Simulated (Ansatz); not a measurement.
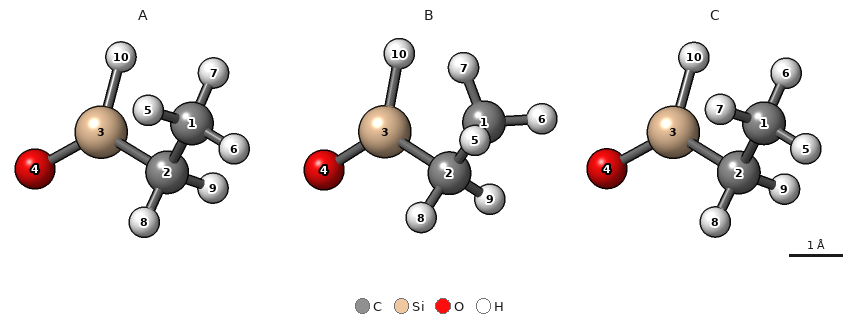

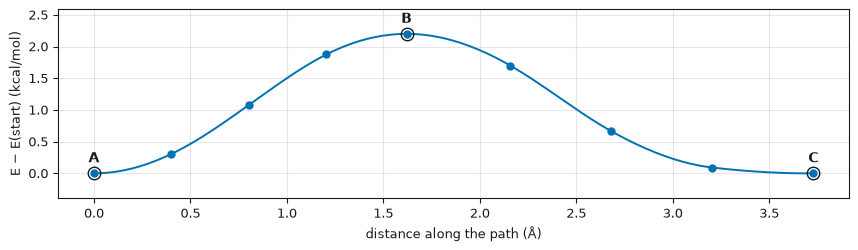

A nudged-elastic-band calculation for C₂H₆OSi. Images are numbered from 0 (start) to 8 (end). Frames A to C are images 0, 4, 8. The picture is a ball-and-stick view, seen from a free direction.

All numbers below come from Ansatz 0.2.0, RKS revPBE/def2-SVP. Run with 7 movable images; climbing image; force threshold 0.05 eV/Å; iteration limit 60; starting path through a guess of the saddle point.

### What happens along the path, and what is the barrier?

The barrier is about 2.20 kcal/mol in both directions, with image 4 at the top; the ends have the same energy. The motion is a rotation about the C1–C2 bond by about 120°. No bond forms or breaks between the ends. The band converged in 17 iterations. The largest component of the band force went from 6.2 to 0.036 eV/Å. The climbing image converged on the top of the path. Its vibrational analysis gives one imaginary mode (211i cm⁻¹), as a transition state must have.

Cost: 4.2 min on 1 thread of Arm Neoverse V1, on a shared host, peak memory 0.12 GiB.
